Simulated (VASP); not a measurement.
Band structure of GaN (space group F-43m). All values below come from modified Becke-Johnson potential (mBJ), VASP's PBE PAW potentials (set 64) (plane waves; VASP).

mBJ is a potential without an energy functional, so only the levels count.

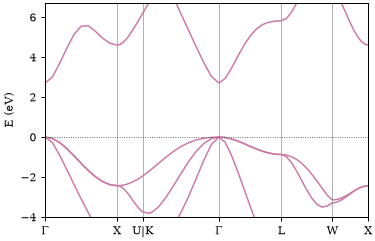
*Bands along high-symmetry lines, zero at the valence-band maximum or, without a gap, the Fermi level*

### Question
Read the plot: is there a gap, and where are the band edges?

### Answer
The gap is direct, 2.70 eV, from the valence maximum at Γ to the conduction minimum at Γ.

The structure comes from a computed database's GaN entry (F-43m); how it stands against other phases isn't given here. It was relaxed first. The cell's shape comes from a PBE relaxation.
